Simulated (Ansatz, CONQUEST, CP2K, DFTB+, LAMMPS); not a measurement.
**Other levels on liquid tetrahydrofuran at 300 K (117 atoms)**

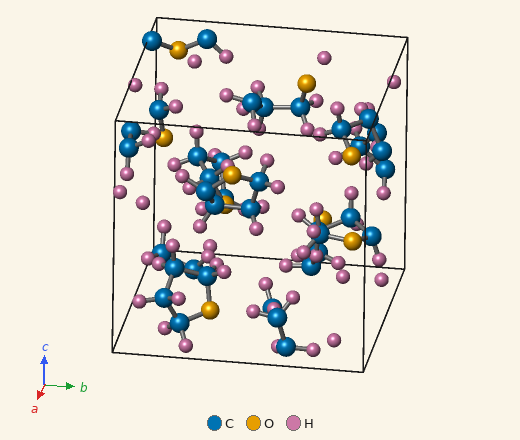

The cell (carbon blue, oxygen orange, hydrogen pink). Bonds to atoms that aren't drawn are left out. Some periodic images of atoms are drawn too.

Density of this cell: 0.890 g/cm³. The cell holds 117 atoms: 36 C, 9 O and 72 H. Cell: a = 10.658 Å, b = 10.658 Å, c = 10.658 Å, α = 90.0°, β = 90.0°, γ = 90.0°. 9 tetrahydrofuran placed at random, at 0.89 g/cm³; overlaps pushed apart, then 10 ps at 450 K with MMFF94 bonds, angles, torsions, charges and radii (Halgren, J. Comput. Chem. 17, 490 (1996)) in harmonic and 12-6 forms. Snapshot after 20 ps at 300 K and fixed volume.

Geometry: as built.

The reference, a calculation:

```
method                                           : Kohn-Sham DFT, PBE, PAW, plane waves (Ansatz 0.2.0); cutoff 420 eV, Γ point, fermi-dirac smearing of 0.05 eV; PAW set soft_2
r.m.s. force component                           : 0.8228 eV/Å
longest force                                    : 4.54 eV/Å
pressure                                         : 2.383 GPa
gap (highest filled to lowest empty level) : 4.063 eV
SCF cycles                                       : 9
time                                             : 12 s on 4 threads of Intel Xeon Platinum 8375C at 2.90GHz (Ice Lake), shared host
CPU time                                         : 40 s
```

Runs, in no order:
A. DFTB+ DFTB 3ob-3-1: third-order SCC-DFTB tight binding, 3ob-3-1 parameters, diagonalisation
B. CONQUEST PBE, grid 120 Ha: Kohn-Sham DFT, PBE, norm-conserving pseudopotentials, pseudo-atomic orbitals (double zeta with polarisation), diagonalisation
C. CP2K PBE, DZVP-MOLOPT-SR, 840/50 Ry, diagonalisation: Kohn-Sham DFT, PBE, GTH-PBE pseudopotentials, Gaussian and plane waves, DZVP-MOLOPT-SR-GTH, diagonalisation

**Question.** Rank the runs by how far their forces lie from the reference's, least first.

C, A, B.

```tsv
run	Δ force, r.m.s. (meV/Å)	share of r.m.s. force (%)	CPU time
C. CP2K PBE, DZVP-MOLOPT-SR, 840/50 Ry, diagonalisation	95.3	11.6	17 min
A. DFTB+ DFTB 3ob-3-1	138	16.8	1 s
B. CONQUEST PBE, grid 120 Ha	254	30.9	8.3 min
```

With short bonds to hydrogen, sets of potentials differ among themselves by several per cent in forces even at converged cutoffs, so the reference isn't exact here either. The network of contacts between molecules at the start is that of the classical potential that made the cell, and needn't be the one that DFT or experiment would give. The electronic-structure runs sample only Γ, in a cell whose shortest periodic width is 11 Å.

[Logs are printed without paths, hosts, clocks, repeated set-up lines and the standing remarks that a program may print on its own settings, such as how far it seeks lower states.]

[Hosts, paths, dates, database ids (printed as entryN), source tags and the programs' standing remarks are cut or masked in the printed files.]

[The MMFF94 radii named for the starting cell were scaled by 0.96; in molecules described by MMFF94, hydrogen bound to N, O or S took a small fixed 12-6 site in their place.]
